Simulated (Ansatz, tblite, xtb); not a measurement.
How methods differ on GeHBrO (SMILES [OH][Ge][Br])

GeHBrO: 4 atoms, total charge 0, spin state singlet. SMILES: `[OH][Ge][Br]`. The coordinates come from a PBE0-D4/def2-TZVP relaxation.

| atom | x (Å) | y (Å) | z (Å) |
| --- | --- | --- | --- |
| O | -0.8848 | 0.5693 | -0.5163 |
| Ge | -0.6742 | -0.6286 | 0.7714 |
| Br | 1.6885 | -0.8566 | 0.6753 |
| H | -0.0740 | 0.8557 | -0.9506 |

Quantity: the dipole moment, in D. The values are calculated.

```tsv
level	kind	program	value (D)
IPEA1-xTB	semi-empirical	tblite	1.21
GFN1-xTB	semi-empirical	tblite	0.57
GFN2-xTB	semi-empirical	xtb	4.87
GFN0-xTB	semi-empirical	xtb	0.90
HF/STO-3G	Hartree–Fock	Ansatz	1.41
HF/3-21G	Hartree–Fock	Ansatz	1.39
HF/def2-SVP	Hartree–Fock	Ansatz	0.88
BLYP/STO-3G	GGA	Ansatz	1.47
PBE/6-31G** (spherical functions)	GGA	Ansatz	0.91
PBE/cc-pVTZ	GGA	Ansatz	0.84
```

All-electron rows without a relativistic Hamiltonian named are non-relativistic. The values span 0.57 to 4.87 D. Magnitudes only: a small dipole may point the other way at some levels. Sets without polarisation functions give poor dipoles. Without the sets that lack polarisation functions the rows with a basis span only 0.84 to 0.91 D.

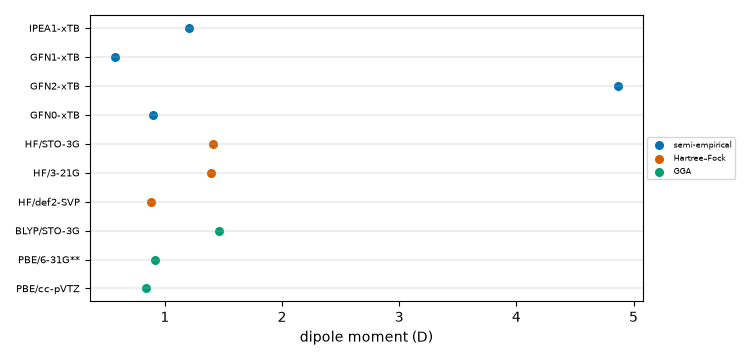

The values of the table, level by level.
